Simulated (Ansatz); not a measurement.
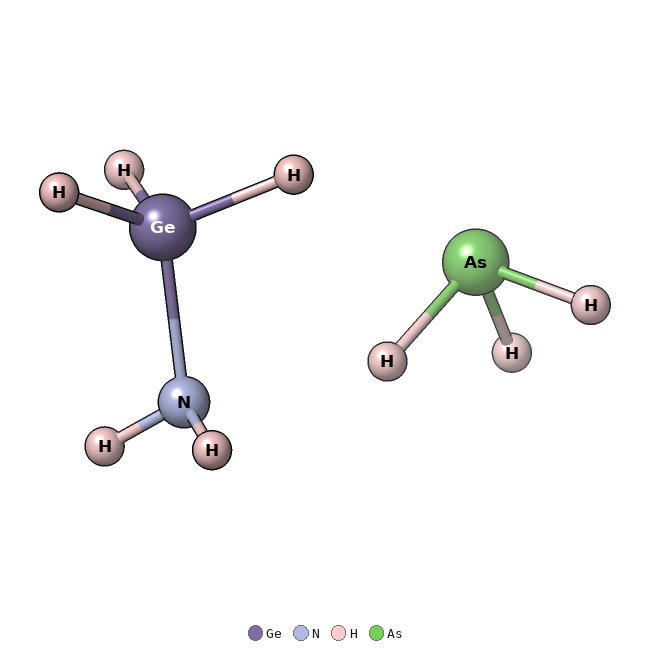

Depth is shown by fading: the farther an atom, the more it takes the colour of the background. The geometry was computed by an optimisation with PBE0-D4/def2-TZVP.

> List the symmetry elements and name the point group.

It has no symmetry element but the identity, so the point group is C1. The group has 1 operation. The geometry is chiral, and symmetry allows a dipole moment.
